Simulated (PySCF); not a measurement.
# CClF₃, SMILES `FC(F)(F)Cl`: electronic structure

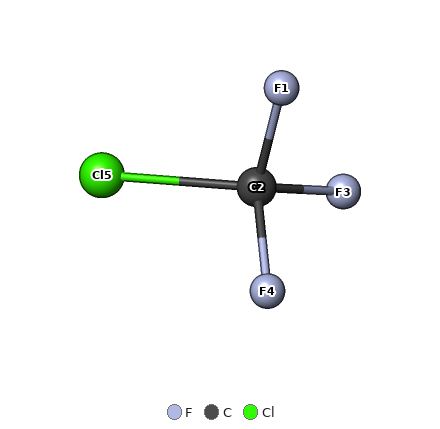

The molecule, with its atoms numbered as below. No frequency check shows the geometry to be a minimum.

Cartesian coordinates (Å):

```
F1       0.8189   -0.6470    1.0543
C2       0.3510    0.0000    0.0000
F3       0.8185    1.2367    0.0330
F4       0.8181   -0.5897   -1.0877
Cl5     -1.4238    0.0000    0.0002
```

Part 1: Bonding charge

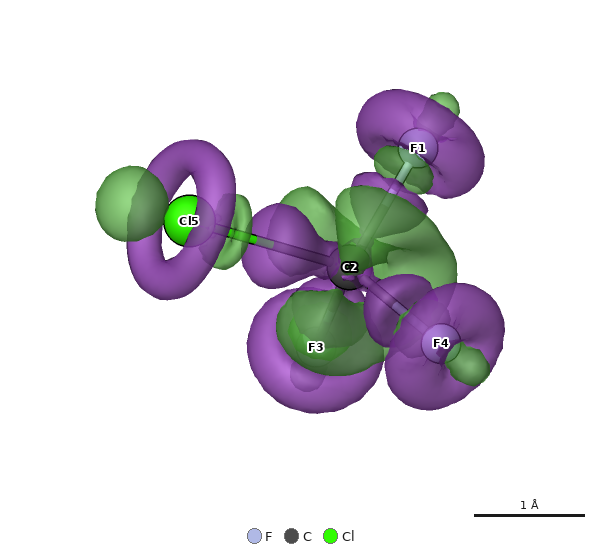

Deformation density (molecule less spherical, spin-averaged free atoms at the same positions), surfaces at ±0.11 e/Å³; purple: gain, green: loss.

Level of theory: B3LYP/def2-TZVP (PySCF), at a geometry from GFN2-xTB.

Question: How much density has each bond gained at its critical point, relative to the free atoms?

Answer: C2–Cl5: +0.32 e/Å³ at the bond critical point (bond length 1.77 Å, Mayer order 1.2). F1–C2, C2–F3 and C2–F4: +0.22 e/Å³ at the bond critical point (bond length 1.32 Å, Mayer order 1.2). In all, 1.1 electrons gather in the regions of gain relative to the promolecule.

Question: Where do the Hirshfeld charges lie?

Answer: The highest Hirshfeld charge is on C2 (+0.28 e), the lowest on F1, F3 and F4 (−0.08 e).

```tsv
atom	charge (e)
F1	−0.08
C2	+0.28
F3	−0.08
F4	−0.08
Cl5	−0.03
```

Part 2: Bond critical points

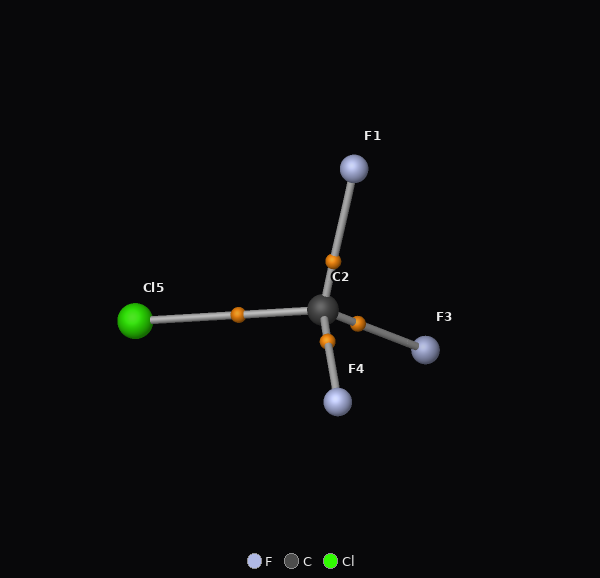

Molecular graph of the electron density (QTAIM): bond paths, bond critical points (orange), ring points (yellow, if any); weak paths are dashed.

Question: How many critical points of each kind are there, and does the count close?

Answer: 5 nuclei, 4 bond, 0 ring and 0 cage critical points: 5 − 4 + 0 − 0 = 1, as the Poincaré–Hopf relation requires.

Question: Tabulate density, Laplacian, ellipticity and energy density at the bond critical points (atomic units).

Answer:
```json
{"bond": "F1–C2 (3 alike)", "length (Å)": "1.323", "ρ (a.u.)": "0.303", "∇²ρ (a.u.)": "−0.58", "ε": "0.05", "H (a.u.)": "−0.489"}
{"bond": "C2–Cl5", "length (Å)": "1.775", "ρ (a.u.)": "0.203", "∇²ρ (a.u.)": "−0.30", "ε": "0.00", "H (a.u.)": "−0.141"}
```

Question: What kind of interaction is C2–Cl5?

Answer: Shared-shell (covalent): ρ = 0.203, ∇²ρ = −0.30, H = −0.141 a.u.

Part 3: Electrostatic potential

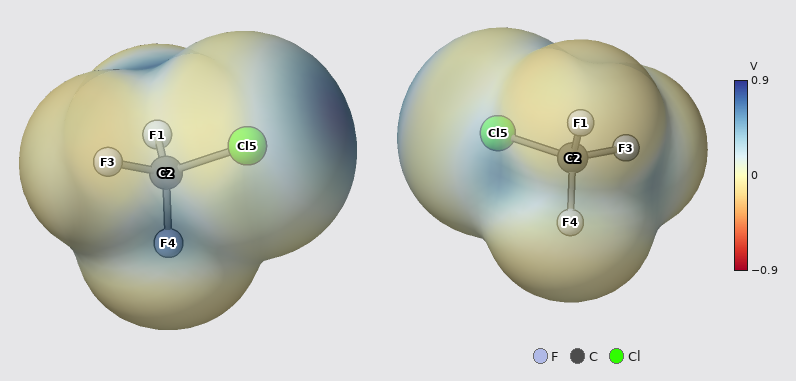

Electrostatic potential on the surface of electron density 0.001 a.u. (back view left, front view right).

Question: Where are the extremes of the potential on the surface?

Answer: Highest: 0.83 V, 1.9 Å from Cl5. Further maxima include 0.64 V, off the C2–F3 bond (2.0 Å from its atoms), and at like points elsewhere; 0.62 V, over the middle of F1, C2, F3 and F4, about 1.8 Å from them. Lowest: −0.11 V, 1.6 Å from F4, and at like points elsewhere. The surface is sampled at points, so like sites can differ by a few per cent and only the strongest of them is named.

Question: Does Cl5 carry a σ-hole?

Answer: Yes: a local maximum of +0.83 V lies on the extension of the C2–Cl5 bond.

Question: What volume does the surface enclose, and what is the dipole moment?

Answer: About 79 Å³; the dipole moment is 0.4 D.

Part 4: Stretching a bond

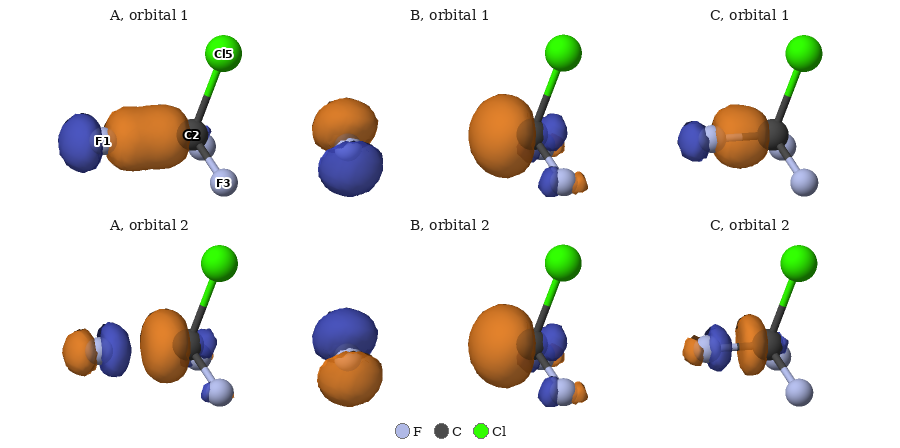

Rigid stretch of the F1–C2 bond. The two CASSCF(2,2) natural orbitals nearest half filling (orbital 1 the more occupied).

Level of theory: def2-SVP basis (PySCF), at a geometry from GFN2-xTB.

Question: The columns are at 1.22, 1.80 and 3.72 Å, in some order. Assign them, and give the occupations.

Answer: A: 1.80 Å, occupations 1.89 and 0.11. B: 3.72 Å, occupations 1.00 and 1.00. C: 1.22 Å, occupations 1.99 and 0.01.

Question: Where does the UHF solution part from RHF?

Answer: Between 1.60 Å (⟨S²⟩ = 0, the two coincide) and 1.80 Å (⟨S²⟩ = 0.17); at 3.72 Å ⟨S²⟩ is 1.01 and UHF lies 6.2 eV below RHF.

Question: How much energy does the stretch cost?

Answer: By CASSCF, 4.6 eV from the lowest point of the scan (1.33 Å) to 3.72 Å; RHF gives 10.0 eV from its own lowest point. The fragments aren't relaxed and dynamic correlation is missing, so this isn't a bond dissociation energy.

The PySCF runs shown took 12 s and 3.5 min on 1 thread of Arm Neoverse V2 (shared host).
